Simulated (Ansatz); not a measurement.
## Electronic structure of C₄H₈Sn (SMILES C1=C[CH2][SnH2][CH2]1) in real space

The calculation's input:

```
crystal:
  periodic: [false, false, false]
  atoms:
    - symbol: C
      position_ang: [-2.348510, -2.802336, -1.197987]
    - symbol: C
      position_ang: [-1.467411, -3.266908, -0.296848]
    - symbol: C
      position_ang: [-0.508713, -2.389834, 0.457433]
    - symbol: C
      position_ang: [-2.480744, -1.350048, -1.559476]
    - symbol: Sn
      position_ang: [-0.982045, -0.417565, -0.303548]
    - symbol: H
      position_ang: [-3.011028, -3.518151, -1.701437]
    - symbol: H
      position_ang: [-1.441423, -4.345731, -0.096229]
    - symbol: H
      position_ang: [-0.658428, -2.462175, 1.547131]
    - symbol: H
      position_ang: [0.540038, -2.668994, 0.264204]
    - symbol: H
      position_ang: [-1.608507, 0.666918, 0.868149]
    - symbol: H
      position_ang: [0.294788, 0.341734, -1.160610]
    - symbol: H
      position_ang: [-2.291096, -1.176221, -2.631374]
    - symbol: H
      position_ang: [-3.493549, -0.967317, -1.352522]
basis:
  gaussian:
    orbitals: def2-SVPD
hamiltonian:
  xc: {name: PBE0}
output:
  forces: true
  orbitals: {seedname: orbitals}
```

Launched as:

```sh
ansatz run input.yaml --threads 2 --pin off --max-ram 5220MiB --events-out events.jsonl --progress --plain --runs-dir runs
```

Geometry: PBE0-D4/def2-SVP; core potentials replace the inner electrons of Sn.

Method: isolated molecule in a Gaussian basis; Kohn-Sham density functional theory, functional PBE0 (Ansatz 0.2.0).

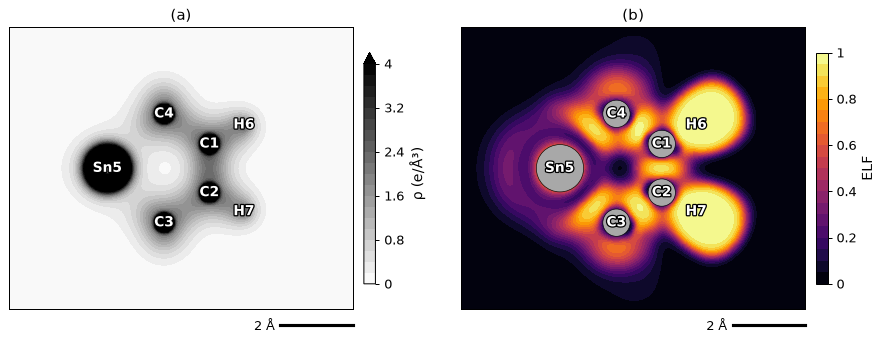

Figure 1. (a) electron density; (b) electron localisation function on the plane of atoms C1, C2 and C3. Grey discs cover the atomic cores in the ELF map.

### Describe what can be read from this map.

The section cuts through C, Sn and H sites. C–C (1.34 Å): ρ at the midpoint is about 2.3 e/Å³; the ELF peaks at about 0.90 between the atoms; a short, multiple covalent bond. C–Sn (2.17 Å): ρ is about 0.67 e/Å³ halfway; the ELF peaks at about 0.90 in the valence shell of C, 0.7 Å from its nucleus, and drops to about 0.20 between the two atoms. C–H (1.10 Å): ρ is about 2 e/Å³ halfway; the ELF climbs to about 1 towards the hydrogen, as it does in any bond to H: an ordinary covalent bond to hydrogen. C–C (1.50 Å): ρ is about 1.7 e/Å³ halfway; the ELF peaks at about 0.95 between the atoms (localised, covalent bonding).

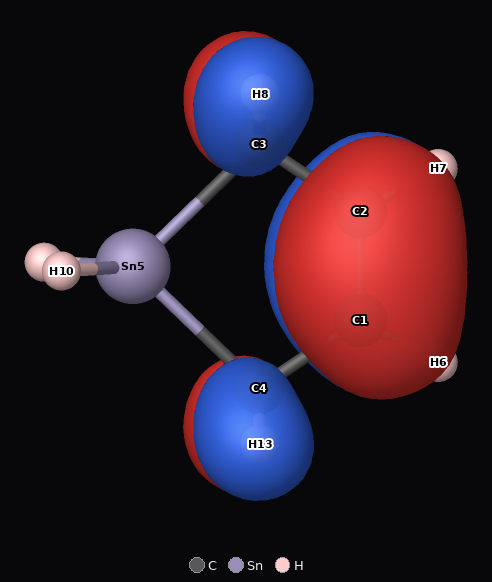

Figure 2. The HOMO at ±0.08 Å⁻³ᐟ² (blue and red are the two phases), seen across its widest extent.

### Describe this orbital and give its energy.

By Hirshfeld shares it lies mainly on C1 (about 35 %), C2 (about 35 %), C3 (about 5 %) and C4 (about 5 %); π-bonding across C1–C2. Its energy is −7.07 eV.

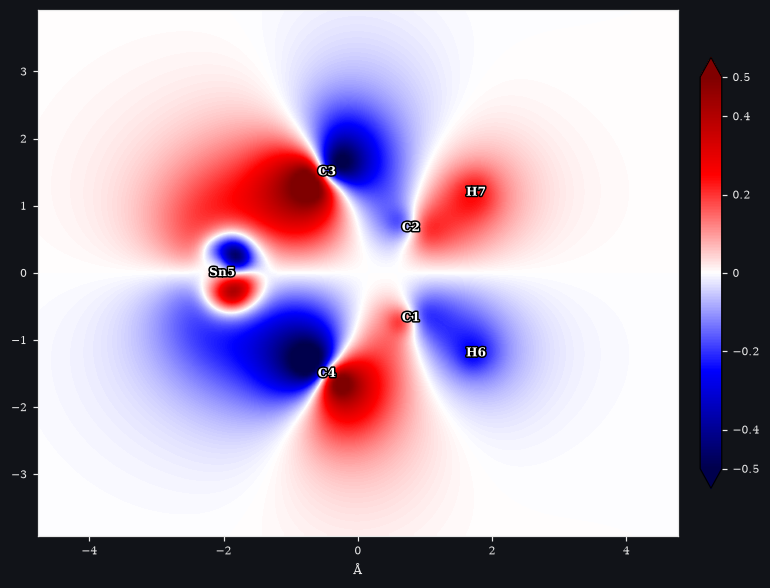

Figure 3. The HOMO−1 on the plane of atoms C2, C1 and C4 (values in Å⁻³ᐟ²; the overall sign is arbitrary).

### What is the character of this orbital?

Its weight (Hirshfeld) is mainly on Sn5 (about 30 %), C4 (about 25 %) and C3 (about 25 %). Its energy is −7.51 eV.
